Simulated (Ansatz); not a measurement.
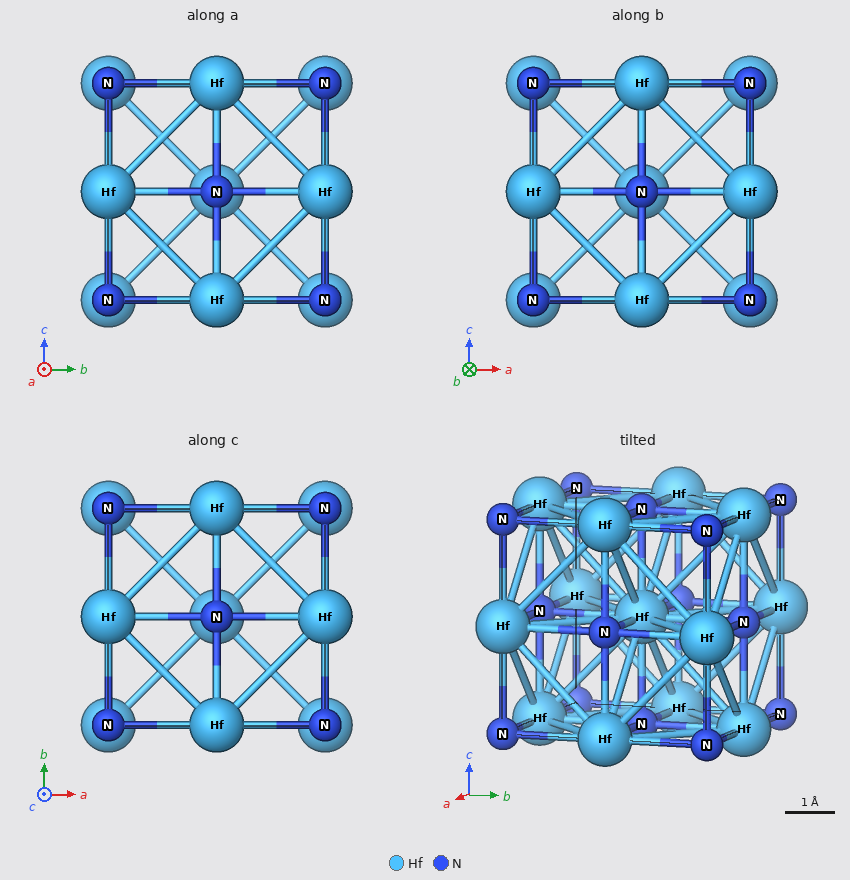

Ball-and-stick drawing of the structure, looking along the a axis, along the b axis, along the c axis and slightly off an axis. The conventional unit cell is outlined; an atom on or near a face, edge or corner is repeated at each equivalent position.

Lattice parameters: a = 4.502 Å, b = 4.502 Å, c = 4.502 Å, α = 90.00°, β = 90.00°, γ = 90.00°.

**Write down what is shown as a table of Wyckoff sites.**

Space group Fm-3m (No. 225).
```tsv
atom	site	x	y	z
Hf	4b	0.5000	0.0000	0.0000
N	4a	0.0000	0.0000	0.0000
```

Starting structure: a structure type filled with these elements by a generator (whether the compound takes this form wasn't checked). Earlier steps of the study may have refined or changed the cell and positions. Ansatz was used for an electronic-structure calculation on it.
